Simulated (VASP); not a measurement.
```cif
data_structure
_symmetry_space_group_name_H-M 'P 1'
_symmetry_Int_Tables_number 1
_cell_length_a 5.1974
_cell_length_b 5.1974
_cell_length_c 3.3045
_cell_angle_alpha 90.000
_cell_angle_beta 90.000
_cell_angle_gamma 120.000
_cell_volume 77.31
loop_
_atom_site_label
_atom_site_type_symbol
_atom_site_fract_x
_atom_site_fract_y
_atom_site_fract_z
_atom_site_occupancy
Mo1 Mo 0.29727 0.29727 0.00000 1
Mo2 Mo 0.70273 0.00000 0.00000 1
Mo3 Mo 0.00000 0.70273 0.00000 1
P1 P 0.33333 0.66667 0.50000 1
P2 P 0.66667 0.33333 0.50000 1
```

Space group P-62m; a generated structure, not necessarily the stable one.

Method: VASP 6.6.1, Kohn-Sham DFT of a periodic cell, PBE, VASP PAW PBE potentials, recommended.

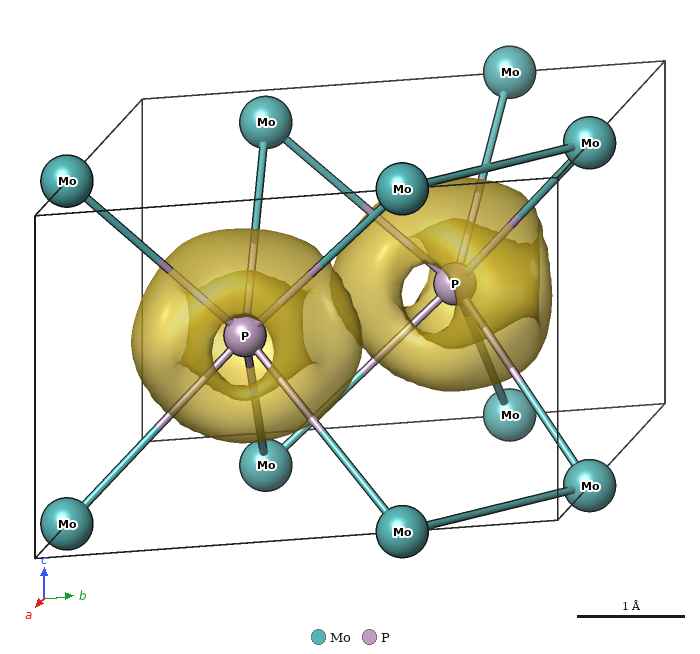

Mo₃P₂. Isosurface of the ELF at 0.7 (yellow), seen slightly off an axis. Only the valence region is drawn (cores and ρ < 0.01 e/Å³ removed). Sticks mark near contacts.

> What do the ELF domains correspond to?

At this value the surface marks out two regions wrapped around P (the valence shell of each), counted in one cell of 5 atoms. Any copies at cell faces, edges or corners count once. Profiles from the grid: Mo–P (2.47 Å): the ELF peaks at about 0.80 in the valence shell of P, 0.8 Å from its nucleus, and is about 0.45 at the midpoint. Mo–Mo (2.68 Å): the ELF is about 0.40 at the midpoint.
